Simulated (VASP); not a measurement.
Band structure of BeTe (relaxed from the wurtzite structure, space group P6_3mc). Level of theory: PBEsol GGA, VASP's PBE PAW potentials (set 64) (plane waves; VASP).

Unless said otherwise, spin-orbit coupling is left out, though it shifts the bands of the heavy elements here.

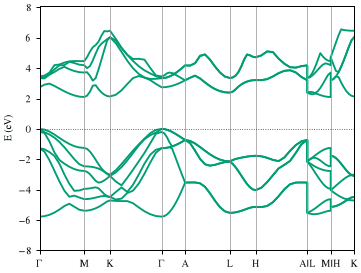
Bands along high-symmetry lines, zero at the valence-band maximum or, without a gap, the Fermi level

Problem. Read the plot: is there a gap, and where are the band edges?

Solution. The gap is indirect, 2.10 eV, from the valence maximum at Γ to the conduction minimum at M. (Edges off the drawn lines would not show.)

The structure was generated: BeTe was put into the wurtzite type (P6_3mc), which need not be its known phase. It was relaxed first, which changed the volume by +12 %.
